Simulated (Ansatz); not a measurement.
**Li3LaIn2 (built on the sites of a database entry of Li3LaBi2): relaxing the cell for a phonon run**

Task: relax Li3LaIn2 (built on the sites of a database entry of Li3LaBi2) tightly.

Method: DFT PBEsol, scalar-relativistic, plane waves, PAW, in Ansatz 0.2.0.

The structure was built from a prototype and need not be the compound's stable phase.

### Step 1. Set-up

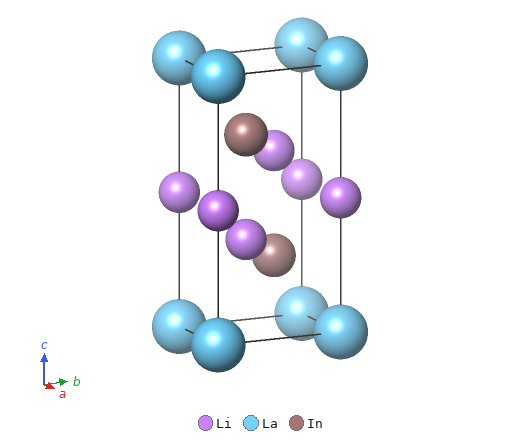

Start, viewed slightly off an axis; lithium purple, lanthanum blue, indium brown. Some periodic images of atoms are drawn too.

### Step 2. Probe on a coarse mesh

A quick single point on a coarse mesh tells whether the cell has a gap and how far it is from rest, which sets the k mesh and smearing that follow.

input.yaml reads:

```yaml
crystal:
  lattice:
    - [4.65658, 0.0, 0.0]
    - [-2.32829, 4.03272, 0.0]
    - [0.0, 0.0, 7.47183]
  atoms:
    - { symbol: Li, position: [0.3333333333, 0.6666666667, 0.646] }
    - { symbol: Li, position: [0.6666666667, 0.3333333333, 0.354] }
    - { symbol: Li, position: [0.0, 0.0, 0.5] }
    - { symbol: La, position: [0.0, 0.0, 0.0] }
    - { symbol: In, position: [0.3333333333, 0.6666666667, 0.25575] }
    - { symbol: In, position: [0.6666666667, 0.3333333333, 0.74425] }
kpoints:
  mp_grid: { grid: [6, 6, 4] }
hamiltonian:
  xc: pbesol
scf:
  occupations: { method: gaussian, width: 0.1 }
output:
  forces: true
  stress: true
  eigenvalues: true
```

Command:

```bash
$ ansatz run input.yaml --threads 8 --pin off --max-ram 14336MiB --backend cpu --events-out ev --progress --plain --runs-dir out
```

Numbers of over 12 decimals in the logs are rounded to 6 here.

The program printed:

```text
Engine: ansatz 0.2.0, aarch64-unknown-linux-gnu
Pseudopotentials: kind: paw
Pseudopotential: Li, paw, valence charge 3, recommended cutoff 420 eV (normal), Li.paw.azcp
Pseudopotential: La, paw, valence charge 11, recommended cutoff 420 eV (normal), La.paw.azcp
Pseudopotential: In, paw, valence charge 13, recommended cutoff 420 eV (normal), In.paw.azcp
Functional definition: PBEsol
  exchange = pbesol_x
[...]
k-point 0: bands = [... 19 lower, 4.3088, 6.8863, 6.8863, 8.0926, 8.2019, 8.2019, 8.4604, 8.5770, ... 2 higher]
  k-point 1: bands = [... 19 lower, 4.9588, 6.9595, 6.9595, 7.4953, 8.1086, 8.1086, 8.3900, 8.5751, ... 2 higher]
  k-point 2: bands = [... 19 lower, 6.0154, 6.4573, 7.0486, 7.0486, 7.9969, 7.9969, 8.3832, 8.5659, ... 2 higher]
  k-point 23: bands = [... 19 lower, 5.3944, 5.3944, 5.4994, 5.5028, 7.0616, 7.0616, 8.4291, 8.4303, ... 2 higher]
[key lines of the parts left out:]
SCF converged after 7 iterations
Free energy (F): -17822.617318 eV
Fermi energy:    6.808841 eV
P = ⅓ Tr σ = -0.3731 GPa (-3.731 kbar)
```

Run time: 1 s. Hardware: 8 threads of Arm Neoverse V2, shared host; peak memory 0.61 GiB.

This step gave:

- pressure: -0.3731 GPa
- volume per atom: 23.39 Å³
- gap on the k-mesh: 0 eV

The coarse mesh shows no gap and a pressure of -0.4 GPa.

### Step 3. Relaxation

Harmonic phonons are second derivatives at a point where the forces vanish, and they are wanted at zero stress, so atoms and cell are relaxed first.

Edit input.yaml of step 2 so:

```diff
@@ -13,3 +13,3 @@
 kpoints:
-  mp_grid: { grid: [6, 6, 4] }
+  mp_grid: { grid: [9, 9, 6] }
 hamiltonian:
@@ -22 +22,10 @@
   eigenvalues: true
+  write_density: true
+  write_potential: true
+  elf: true
+  volumetric_format: npy
+relax:
+  adjacent_minimum: "off"
+  f_tol: 0.005
+  max_steps: 80
+  cell: { stress_tol: 0.05 }
```

The program printed:

```text
[...]
Crystal: 6 atoms, lattice volume = 140.311 Å³
Basis set: ecut = 420 eV, 2755 PW (Γ), exchange–correlation on 64×64×100 points (8 copies of the dense FFT grid, shifted against one another)
Bands: 29, of which v1, the nominal top of the filled ones, is band 23 counted from 1 (22 counted from 0)
Symmetry: 12 space group operations
[...]
k-points: 62 of 486
[...]
SCF iter   1: F=—  HF=-17822.628480 eV  |F-HF|=—  |Δ(HF+E_count)|=         —  Δρ=2.54e-3  dr2=1.10e-2  ethr=1.77e-3  ⟨swp⟩=6.3  Hψ=8090  notcnv=0
[...]
SCF iter   7: F=-17822.624484 eV  HF=-17822.624484 eV  |F-HF|=6.94e-9  |Δ(HF+E_count)|=   2.71e-9  Δρ=2.46e-6  dr2=1.27e-8  ethr=2.17e-10  ⟨swp⟩=12.6  Hψ=13424  notcnv=0
SCF 1 converged in 7 iterations: F = -17822.624484 eV  dr2 = 1.27e-8
[...]
relax step   1: F+E_penalty+E_count = -17822.62448366 eV  Δ(F+E_penalty+E_count) = +0.000e0 eV  max|allowed force component| = 1.485e-1 eV/Å  Δτ_max = 0.0000 Å  P = -0.384 GPa  Ω = 140.311 Å³  (7 SCF iters, dr2 threshold 1.00e-7 eV, accepted)
Crystal: 6 atoms, lattice volume = 137.484 Å³
Basis set: ecut = 420 eV, 2683 PW (Γ), exchange–correlation on 64×64×100 points (8 copies of the dense FFT grid, shifted against one another)
[...]
iter 1 solved again at ethr=7.83e-5 eV; its pass at ethr=3.10e-3 eV (dr2=3.60e-2 eV) is discarded
[...]
SCF iter   6: F=-17822.662429 eV  HF=-17822.662429 eV  |F-HF|=7.07e-8  |Δ(HF+E_count)|=   5.59e-7  Δρ=9.97e-6  dr2=2.10e-7  ethr=1.30e-9  ⟨swp⟩=13.6  Hψ=17077  notcnv=0
SCF 2 converged in 6 iterations: F = -17822.662429 eV  dr2 = 2.10e-7
  Residual-converged pass: ⟨swp⟩=1.0  Hψ=2048  notcnv=0  max |occ|·‖R‖ = 7.1e-9 eV (tolerance 1.0e-8 eV)  dr2=2.10e-7  dr2_onsite=1.34e-8  max |Δocc| = 1.8e-10
relax step   2: F+E_penalty+E_count = -17822.66242923 eV  Δ(F+E_penalty+E_count) = -3.795e-2 eV  max|allowed force component| = 1.474e-1 eV/Å  Δτ_max = 0.0858 Å  P = -0.029 GPa  Ω = 137.484 Å³  energy of the carried Pulay correction = +2.468e-4 eV  (6 SCF iters, dr2 threshold 6.00e-7 eV, accepted)
Crystal: 6 atoms, lattice volume = 135.471 Å³
Basis set: ecut = 420 eV, 2621 PW (Γ), exchange–correlation on 64×64×100 points (8 copies of the dense FFT grid, shifted against one another)
[...]
SCF iter   6: F=-17822.700176 eV  HF=-17822.700177 eV  |F-HF|=1.06e-7  |Δ(HF+E_count)|=   8.82e-7  Δρ=1.27e-5  dr2=3.18e-7  ethr=1.30e-9  ⟨swp⟩=14.2  Hψ=19347  notcnv=0
SCF 3 converged in 6 iterations: F = -17822.700176 eV  dr2 = 3.18e-7
[...]
relax step   3: F+E_penalty+E_count = -17822.70017644 eV  Δ(F+E_penalty+E_count) = -3.775e-2 eV  max|allowed force component| = 1.061e-1 eV/Å  Δτ_max = 0.1254 Å  P = +0.421 GPa  Ω = 135.471 Å³  energy of the carried Pulay correction = +4.256e-4 eV  (6 SCF iters, dr2 threshold 6.00e-7 eV, accepted)
[...]
relax step   4: F+E_penalty+E_count = -17822.74580192 eV  Δ(F+E_penalty+E_count) = -4.563e-2 eV  max|allowed force component| = 1.464e-1 eV/Å  Δτ_max = 0.1312 Å  P = +0.252 GPa  Ω = 135.268 Å³  energy of the carried Pulay correction = +4.437e-4 eV  (6 SCF iters, dr2 threshold 6.00e-7 eV, accepted)
[...]
relax step   5: F+E_penalty+E_count = -17822.75928691 eV  Δ(F+E_penalty+E_count) = -1.348e-2 eV  max|allowed force component| = 4.315e-2 eV/Å  Δτ_max = 0.0878 Å  P = -0.068 GPa  Ω = 137.150 Å³  energy of the carried Pulay correction = +2.762e-4 eV  (6 SCF iters, dr2 threshold 6.00e-7 eV, accepted)
[...]
relax step   6: F+E_penalty+E_count = -17822.76033937 eV  Δ(F+E_penalty+E_count) = -1.052e-3 eV  max|allowed force component| = 4.277e-2 eV/Å  Δτ_max = 0.0565 Å  P = +0.411 GPa  Ω = 135.959 Å³  energy of the carried Pulay correction = +3.820e-4 eV  (6 SCF iters, dr2 threshold 1.16e-7 eV, accepted)
[...]
relax step   7: F+E_penalty+E_count = -17822.76221646 eV  Δ(F+E_penalty+E_count) = -1.877e-3 eV  max|allowed force component| = 1.321e-2 eV/Å  Δτ_max = 0.0169 Å  P = -0.017 GPa  Ω = 137.478 Å³  energy of the carried Pulay correction = +2.473e-4 eV  (5 SCF iters, dr2 threshold 5.83e-7 eV, accepted)
[...]
relax step   8: F+E_penalty+E_count = -17822.76244717 eV  Δ(F+E_penalty+E_count) = -2.307e-4 eV  max|allowed force component| = 4.194e-3 eV/Å  Δτ_max = 0.0020 Å  P = -0.003 GPa  Ω = 137.291 Å³  energy of the carried Pulay correction = +2.638e-4 eV  (5 SCF iters, dr2 threshold 4.92e-8 eV, accepted)
[...]
relax step   9: F+E_penalty+E_count = -17822.76249032 eV  Δ(F+E_penalty+E_count) = -4.315e-5 eV  max|allowed force component| = 1.918e-3 eV/Å  Δτ_max = 0.0092 Å  P = -0.004 GPa  Ω = 137.360 Å³  energy of the carried Pulay correction = +2.577e-4 eV  (8 SCF iters, accepted)
Basis set: ecut = 420 eV, 2669 PW (Γ), exchange–correlation on 72×72×90 points (8 copies of the dense FFT grid, shifted against one another)
[...]
SCF iter   6: F=-17822.762475 eV  HF=-17822.762475 eV  |F-HF|=0.00e0  |Δ(HF+E_count)|=  2.55e-11  Δρ=5.05e-8  dr2=4.19e-12  ethr=1.00e-12  ⟨swp⟩=6.9  Hψ=8650  notcnv=0
SCF 10 converged in 6 iterations: F = -17822.762475 eV  dr2 = 4.19e-12
relax step  10: F+E_penalty+E_count = -17822.76247494 eV  Δ(F+E_penalty+E_count) = +1.537e-5 eV  max|allowed force component| = 1.899e-3 eV/Å  Δτ_max = 0.0000 Å  P = -0.007 GPa  Ω = 137.360 Å³  stress off target by 1.04e-2 GPa  SCF on the basis re-selected at this cell (its energy is not comparable with the rows above)  (6 SCF iters)
basis re-selected at this cell: Δ(F+E_penalty+E_count) = +1.537e-5 eV, ΔP = -0.002 GPa vs the last step (what re-selecting the basis moved, of the pressure what is left beyond the Pulay correction that the steps carried, after the strain that the cell walked since its last selection, with what the two solves' SCF thresholds leave and, on support functions, any second-order correction that the steps lacked; it is no measure of the basis error at this ecutwfc). The dense FFT grid was sized anew with the basis: this SCF ran on 36×36×45 points, the steps before it on 32×32×50, so part of this shift can come from that change (see relax.cell in the input reference). [rest of the remark cut]
SCF converged after 6 iterations
Free energy (F): -17822.762475 eV
[...]
Internal energy: -17822.744198 eV  (E = F + TS)
E sigma→0 (E₀):  -17822.753337 eV
Entropy (-TS):   -0.018277 eV (-3.046 meV/atom)
Fermi energy:    7.063827 eV
[...]
--- Forces (eV/Å), atoms counted from 1 ---
  atom   1  Li     0.00000000    -0.00000000     0.00189866
  atom   2  Li     0.00000000     0.00000000    -0.00189866
  atom   3  Li     0.00000000    -0.00000000     0.00000000
  atom   4  La     0.00000000     0.00000000     0.00000000
  atom   5  In     0.00000000     0.00000000     0.00105869
  atom   6  In    -0.00000000    -0.00000000    -0.00105869
  max |Σ_I F_I| component: 4.63e-18 eV/Å
--- Stress (GPa, compression-positive) ---
       -0.005118       0.000000       0.000000
        0.000000      -0.005118       0.000000
       -0.000000       0.000000      -0.010367
  P = ⅓ Tr σ = -0.0069 GPa (-0.069 kbar)
--- Band table (eV; the first three rows and the last of 62) ---
  k-point 0: bands = [... 19 lower, 4.6272, 6.4702, 6.4702, 8.4452, 8.4452, 8.4593, 8.7160, 8.7160, ... 2 higher]
  k-point 1: bands = [... 19 lower, 5.1025, 6.5202, 6.5202, 8.2994, 8.2994, 8.3280, 8.6074, 8.6074, ... 2 higher]
  k-point 2: bands = [... 19 lower, 5.9824, 6.6346, 6.6346, 7.8777, 8.1075, 8.1075, 8.3949, 8.3949, ... 2 higher]
  k-point 61: bands = [... 19 lower, 5.3866, 5.3866, 5.7900, 5.9108, 8.0491, 8.0491, 8.6160, 8.9297, ... 2 higher]
--- Relaxed structure (9 steps of the walk, 9 accepted, 1 SCFs on fresh bases) ---
  F+E_penalty+E_count = -17822.76247494 eV   max|allowed force component| = 1.899e-3 eV/Å   (the final SCF, on the basis selected at the relaxed cell)
  cell:  # Å, volume = 137.3597 Å³
    - [4.902543, 0, 0]
    - [-2.451272, 4.245727, 0]
    - [0, 0, 6.599119]
  atoms:
    - { symbol: Li, position: [0.333333, 0.666667, 0.675375] }
    - { symbol: Li, position: [0.666667, 0.333333, 0.324625] }
    - { symbol: Li, position: [0, 0, 0.5] }
    - { symbol: La, position: [0, 0, -5.997685947895968e-19] }
    - { symbol: In, position: [0.333333, 0.666667, 0.242531] }
    - { symbol: In, position: [0.666667, 0.333333, 0.757469] }
```

Run time: 26 s. Hardware: 8 threads; peak memory 0.74 GiB; 3.2 min of CPU time.

Relaxation path:

| step | energy less that of the first step (eV) | largest force component (eV/Å) | pressure (GPa) | volume (Å³) |
| --- | --- | --- | --- | --- |
| 1 | 0.0000 | 0.1485 | -0.38 | 140.31 |
| 2 | -0.0379 | 0.1474 | -0.03 | 137.48 |
| 3 | -0.0757 | 0.1061 | 0.42 | 135.47 |
| 4 | -0.1213 | 0.1464 | 0.25 | 135.27 |
| 5 | -0.1348 | 0.0431 | -0.07 | 137.15 |
| 6 | -0.1359 | 0.0428 | 0.41 | 135.96 |
| 7 | -0.1377 | 0.0132 | -0.02 | 137.48 |
| 8 | -0.1380 | 0.0042 | 0.00 | 137.29 |
| 9 | -0.1380 | 0.0019 | 0.00 | 137.36 |
| 10* | -0.1380 | 0.0019 | -0.01 | 137.36 |

Relaxation steps marked * repeat the geometry before them on a plane-wave basis chosen anew for their cell, so energy and pressure can jump there.

Forces are held to the 12 operations that the run works with; a distortion that breaks them can't arise in this run.

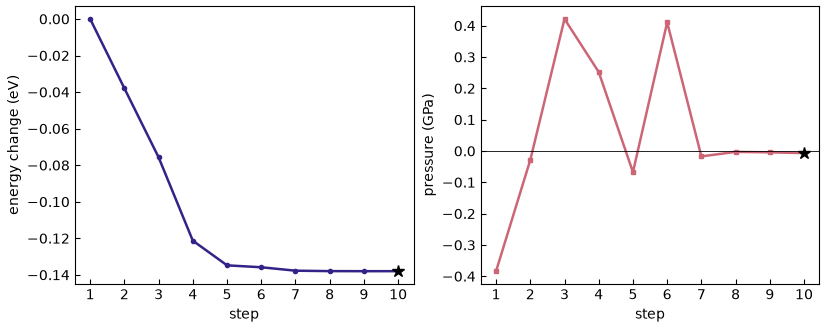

Energy and pressure along the relaxation. Stars mark steps on a basis chosen anew.

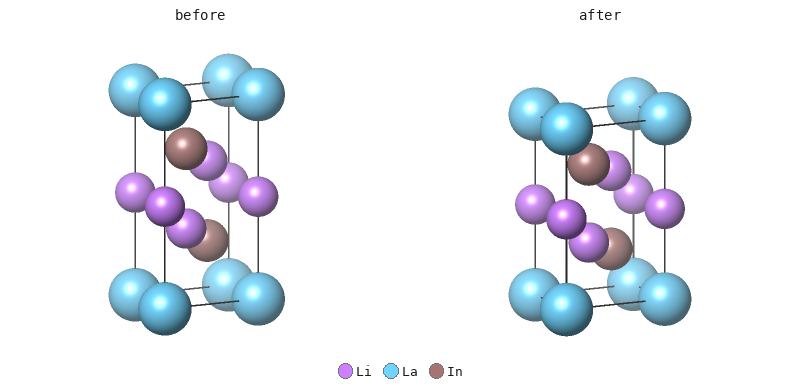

Before and after, at one scale.

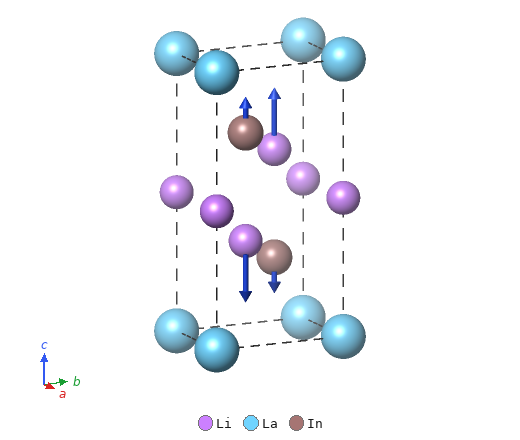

Displacements in the relaxation, exaggerated, measured against the changing cell; the longest in the cell stands for 0.19 Å. Some periodic images of atoms are drawn too.

| conventional cell, symmetrised | before | after | change |
| --- | --- | --- | --- |
| a (Å) | 4.657 | 4.903 | +5.3 % |
| b (Å) | 4.657 | 4.903 | +5.3 % |
| c (Å) | 7.472 | 6.599 | -11.7 % |
| volume (Å³/atom) | 23.39 | 22.89 | -2.1 % |

The atoms that moved most (Å, as changes of fractional coordinates times the final cell):

| atom | dx | dy | dz | length |
| --- | --- | --- | --- | --- |
| Li1 | 0.000 | 0.000 | 0.194 | 0.194 |
| Li2 | 0.000 | 0.000 | -0.194 | 0.194 |
| In6 | 0.000 | 0.000 | 0.087 | 0.087 |
| In5 | 0.000 | 0.000 | -0.087 | 0.087 |

The relaxed structure:

```xyz
6
Lattice="4.9025 0.0000 0.0000 -2.4513 4.2457 0.0000 0.0000 0.0000 6.5991" Properties=species:S:1:pos:R:3 pbc="T T T"
Li    0.0000    2.8305    4.4569
Li    2.4513    1.4152    2.1422
Li    0.0000    0.0000    3.2996
La    0.0000    0.0000    0.0000
In    0.0000    2.8305    1.6005
In    2.4513    1.4152    4.9986
```

This step gave:

```yaml
pressure: -0.006868 GPa
volume_per_atom: 22.89 Å³
```

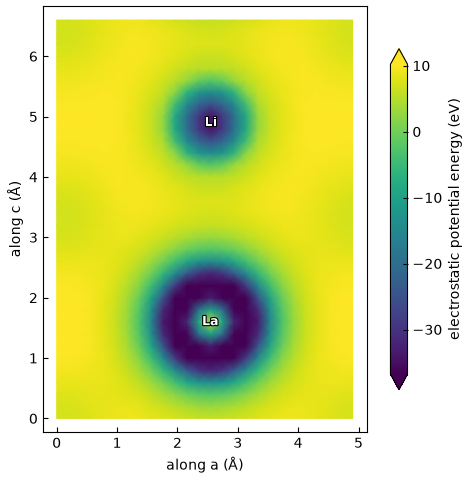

Electrostatic potential energy in the ac plane at fractional y = 0.000, with atoms of Li and La within 0.2 Å of it. With pseudopotentials it is smooth inside the atoms' cores, unlike the true potential. The map starts off the cell's origin, so that atoms lie inside it.

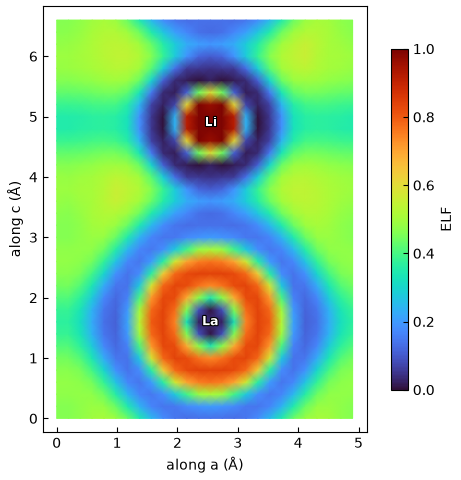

ELF in the ac plane at fractional y = 0.000, with atoms of Li and La within 0.2 Å of it. It is the smooth field of the valence electrons, not physical close to the nuclei. The map starts off the cell's origin, so that atoms lie inside it.

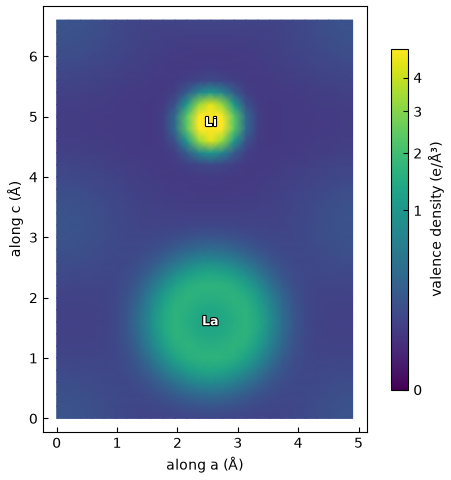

Valence density in the ac plane at fractional y = 0.000, with atoms of Li and La within 0.2 Å of it. It is the smooth field of the valence electrons, not physical close to the nuclei. The map starts off the cell's origin, so that atoms lie inside it. The colour scale is stretched toward low values.

In this step the volume went from 23.39 to 22.89 Å³/atom.

### Step 4. Tight relaxation

Phonons need a cell at rest on their own settings, so the relaxation is repeated with tight tolerances on forces and stress on the k mesh and occupations of the first response run.

input.yaml, the sections that differ from step 3:

```yaml
crystal:
  lattice:
    - [4.9025432227, 0.0, 0.0]
    - [-2.4512716113, 4.245726974, 0.0]
    - [0.0, 0.0, 6.5991192976]
  atoms:
    - { symbol: Li, position: [0.3333333333, 0.6666666667, 0.6753745314] }
    - { symbol: Li, position: [0.6666666667, 0.3333333333, 0.3246254686] }
    - { symbol: Li, position: [0.0, 0.0, 0.5] }
    - { symbol: La, position: [0.0, 0.0, 0.0] }
    - { symbol: In, position: [0.3333333333, 0.6666666667, 0.2425307843] }
    - { symbol: In, position: [0.6666666667, 0.3333333333, 0.7574692157] }
scf:
  occupations: { method: methfessel_paxton, width: 0.2 }
relax:
  adjacent_minimum: "off"
  f_tol: 0.001
  max_steps: 60
  cell: { stress_tol: 0.01 }
# kpoints, hamiltonian, output: as in step 3
```

The program printed:

```text
[...]
Crystal: 6 atoms, lattice volume = 137.360 Å³
Basis set: ecut = 420 eV, 2669 PW (Γ), exchange–correlation on 72×72×90 points (8 copies of the dense FFT grid, shifted against one another)
Bands: 29, of which v1, the nominal top of the filled ones, is band 23 counted from 1 (22 counted from 0)
Symmetry: 12 space group operations
[...]
k-points: 62 of 486
[...]
cell:  # Å, volume = 137.2880 Å³
    - [4.903468, -2.8872890189187587e-11, 0]
    - [-2.451734, 4.246528, 0]
    - [0, 0, 6.593183]
  atoms:
    - { symbol: Li, position: [0.333333, 0.666667, 0.675320] }
    - { symbol: Li, position: [0.666667, 0.333333, 0.324680] }
    - { symbol: Li, position: [0, 0, 0.5] }
    - { symbol: La, position: [0, 0, 0] }
    - { symbol: In, position: [0.333333, 0.666667, 0.242102] }
    - { symbol: In, position: [0.666667, 0.333333, 0.757898] }
[key lines of the parts left out:]
SCF converged after 5 iterations
Free energy (F): -17822.753617 eV
Fermi energy:    7.068614 eV
P = ⅓ Tr σ = 0.0039 GPa (0.039 kbar)
```

Elapsed: 8.5 s, on 8 threads; peak memory 0.73 GiB.

Little changed from the start: no atom moved by 0.005 Å and no cell edge by 0.1 %.

Numbers from this step:

- pressure: 0.003882 GPa
- volume per atom: 22.88 Å³

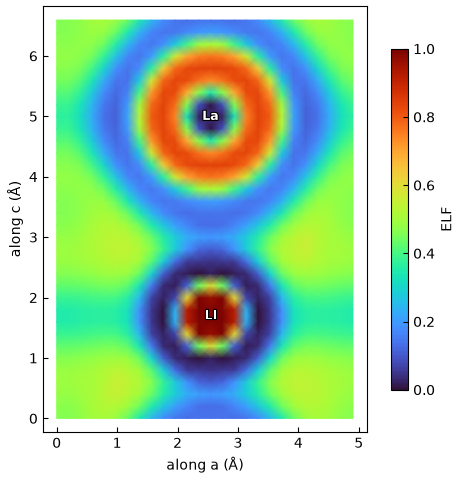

ELF in the ac plane at fractional y = 0.000, with atoms of Li and La within 0.2 Å of it. It is the smooth field of the valence electrons, not physical close to the nuclei. The map starts off the cell's origin, so that atoms lie inside it.

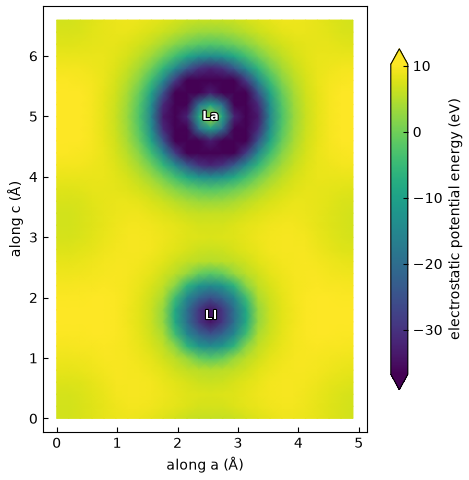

Electrostatic potential energy in the ac plane at fractional y = 0.000, with atoms of Li and La within 0.2 Å of it. With pseudopotentials it is smooth inside the atoms' cores, unlike the true potential. The map starts off the cell's origin, so that atoms lie inside it.

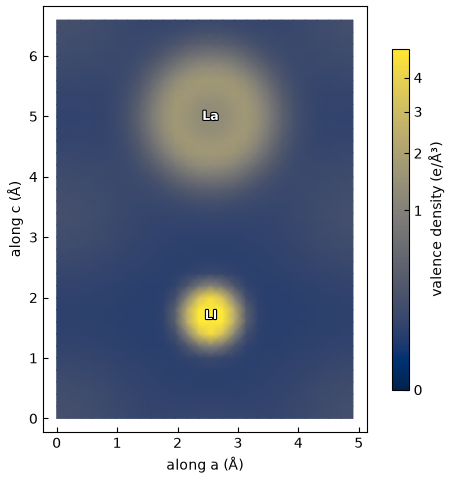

Valence density in the ac plane at fractional y = 0.000, with atoms of Li and La within 0.2 Å of it. It is the smooth field of the valence electrons, not physical close to the nuclei. The map starts off the cell's origin, so that atoms lie inside it. The colour scale is stretched toward low values.

The largest force component left is 0.51 meV/Å and the pressure is 0.004 GPa, within the tolerances set. The cell now holds 22.88 Å³/atom.

### Step 5. What came out

```json
{
  "space group after relaxation (within 0.01 Å)": "P-3m1",
  "lattice constant a": "4.903 Å",
  "lattice constant b": "4.903 Å",
  "lattice constant c": "6.593 Å",
  "volume per atom": "22.9 Å³"
}
```

What this shows: The largest force component left is 0.51 meV/Å and the pressure is 0.004 GPa, within the tolerances set. The cell now holds 22.88 Å³/atom. The relaxation keeps the symmetry of its start, so it says nothing on stability against lower symmetry. Spin-orbit coupling is left out, which can matter for the heavy elements here. The starting cell was built on a prototype and not taken from a measurement, so the phase need not exist.

[Logs are printed without paths, hosts, clocks, repeated set-up lines and the standing remarks that a program may print on its own settings, such as how far it seeks lower states.]

[Hosts, paths, dates, database ids (printed as entryN), source tags and the programs' standing remarks are cut or masked in the printed files.]
